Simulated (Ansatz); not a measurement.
**[BH4]− (SMILES [H][B-]([H])([H])[H]): methods side by side**

[BH4]−: 5 atoms, total charge -1, spin state singlet. As SMILES, `[H][B-]([H])([H])[H]`. The coordinates come from a GFN2-xTB relaxation.

| atom | x (Å) | y (Å) | z (Å) |
| --- | --- | --- | --- |
| B | 0.0000 | -0.0002 | -0.0001 |
| H | 0.0119 | -0.0206 | 1.2291 |
| H | 1.1546 | 0.0118 | -0.4208 |
| H | -0.5876 | 1.0078 | -0.3876 |
| H | -0.5789 | -0.9989 | -0.4207 |

Each level gives the energy change with the B1–H3 bond stretched from 1.229 to 3.073 Å (eV). The values are calculated.

| level | kind | program | value (eV) | CPU time (all runs) |
| --- | --- | --- | --- | --- |
| BHLYP/6-31G (restricted) | global hybrid | Ansatz | 3.71 | 1.1 s |
| HSE06/6-31G (restricted) | range-separated hybrid | Ansatz | 3.60 | 1.3 s |
| wB97M-V/6-31G (restricted) | range-separated hybrid | Ansatz | 3.75 | 13 s |
| wB97X/6-31G (restricted) | range-separated hybrid | Ansatz | 3.79 | 4.9 s |
| B2PLYP/6-31G (restricted) | double hybrid | Ansatz | 3.51 | 1.5 s |
| MP2/6-31G (restricted) | perturbation theory | Ansatz | 3.73 | 0.16 s |
| BCCD(T)/6-31G (restricted) | coupled cluster or CI | Ansatz | 3.33 | 0.3 s |
| CCSDT(Q)/6-31G (restricted) | coupled cluster or CI | Ansatz | 3.32 | 0.59 s |
| FCI/3-21G | exact in the basis | Ansatz | 3.41 | 22 s |

Sets without diffuse functions describe the anion poorly. The first shape isn't each level's own minimum. The values span 3.32 to 3.79 eV. All rows use very small basis sets, so even the best lies far from the true value. CPU times are rough (shared hosts, several kinds of processor): they show what a rung costs within a factor of a few.

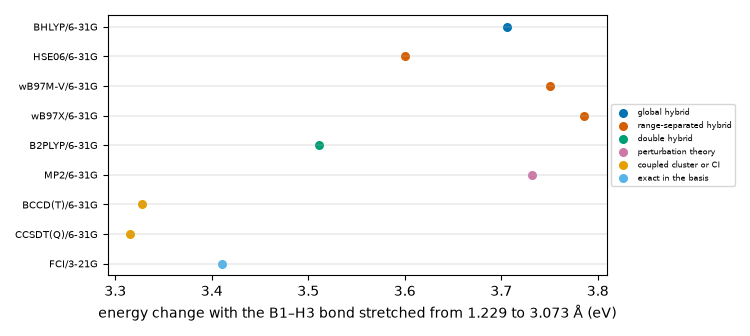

The values of the table, level by level.
